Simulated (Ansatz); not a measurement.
All values below come from PBE (plane waves to 420 eV, PAW; Ansatz, a program for electronic structure).

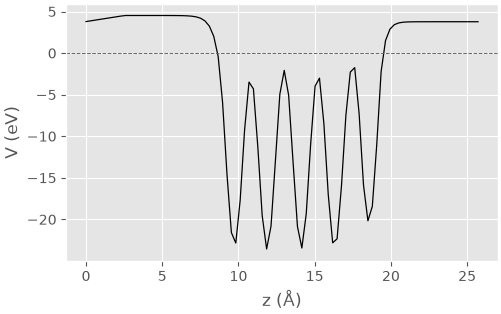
Plane-averaged electrostatic potential energy along the normal, in eV from the Fermi level, for Br on the 1x1 (110) surface of bcc Mo, one in a 1x1 cell, started at the site 'bridge Mo-Mo (span 2.7 Å)'

Slab: 5 atoms, 6.5 Å thick at the start under the adsorbate (thin: gaps and levels are the slab's own); k 12x12x1, smearing 0.1 eV, dipole-corrected; 2 atoms held, the rest relaxed; symmetry of the start imposed; no spin, no spin-orbit, no U, no dispersion correction. At the end it is bonded to 2 Mo. In PBE this state lies 0.10 eV over the lowest of the starts that converged ('top Mo').

The vacuum level lies 3.77 eV above the Fermi level over the top face and 4.52 eV above it under the bottom face.
